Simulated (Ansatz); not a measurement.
One crystal and one scan (scan of one atom of the cell) at two levels, PBE-D3(BJ) (plane waves to 420 eV, PAW, scalar-relativistic; Ansatz, a quantum-chemistry and plane-wave program) and r2SCAN+rVV10 (plane waves to 500 eV, PAW, scalar-relativistic; Ansatz), each from its own relaxed cell and on its own mesh. The cell shown is that of PBE-D3(BJ).

BN (h-BN type, space group P6_3/mmc)

```xyz
4
Lattice="2.5058 0.0000 0.0000 -1.2529 2.1701 0.0000 0.0000 0.0000 6.6162" Properties=species:S:1:pos:R:3 pbc="T T T"
B      0.0000     1.4467     1.6541
B      1.2529     0.7234     4.9622
N      0.0000     1.4467     4.9622
N      1.2529     0.7234     1.6541
```

In this cell atom 1 (B, nearest neighbour N at 1.447 Å; its periodic images, 2.5 Å or more away, move with it) is moved by s along Cartesian z, unit vector (0.000, 0.000, 1.000); all other atoms and the cell stay fixed.

E stands for the smeared free energy. BN was relaxed with its symmetry unable to fall. The PAW data are Ansatz's earlier set. Percentages come from the unrounded values. Both scans cover s from -0.290 to 0.290 Å.

```json
[
 {"quantity": "Lattice constant a (Å)", "PBE-D3(BJ)": "2.506", "r2SCAN+rVV10": "2.500", "PBE-D3(BJ) − r2SCAN+rVV10": "+0.006 (+0.2 %)"},
 {"quantity": "Lattice constant c (Å)", "PBE-D3(BJ)": "6.616", "r2SCAN+rVV10": "6.525", "PBE-D3(BJ) − r2SCAN+rVV10": "+0.091 (+1.4 %)"},
 {"quantity": "Relaxed volume (Å³/atom)", "PBE-D3(BJ)": "8.99", "r2SCAN+rVV10": "8.83", "PBE-D3(BJ) − r2SCAN+rVV10": "+0.16 (+1.9 %)"},
 {"quantity": "Energy at s = 0.290 Å (meV/cell)", "PBE-D3(BJ)": "567", "r2SCAN+rVV10": "601", "PBE-D3(BJ) − r2SCAN+rVV10": "-34 (-5.7 %)"},
 {"quantity": "Force along the line at s = -0.290 Å (eV/Å)", "PBE-D3(BJ)": "3.944", "r2SCAN+rVV10": "4.181", "PBE-D3(BJ) − r2SCAN+rVV10": "-0.237 (-5.7 %)"},
 {"quantity": "Force constant k = d²E/ds² at s = 0 (finite differences) (eV/Å²)", "PBE-D3(BJ)": "13.36", "r2SCAN+rVV10": "14.16", "PBE-D3(BJ) − r2SCAN+rVV10": "-0.80 (-5.7 %)"}
]
```

PBE-D3(BJ) gives the higher value for: lattice constant a; lattice constant c; relaxed volume. PBE-D3(BJ) gives the lower value for: energy at s = 0.290 Å; force along the line at s = -0.290 Å; force constant k = d²E/ds² at s = 0. Both give the same symmetry of the curve: even: the same for both signs. Neither level is exact: the differences show how much the result hangs on the functional.

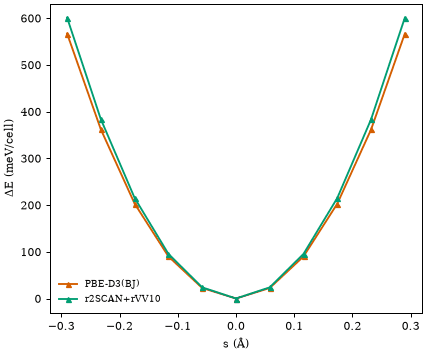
Figure: ΔE, each from the undisplaced structure of its own level.

(A displaced cell: forces are minus the slopes of the energy, force constants its curvatures, and phonons follow from these.)
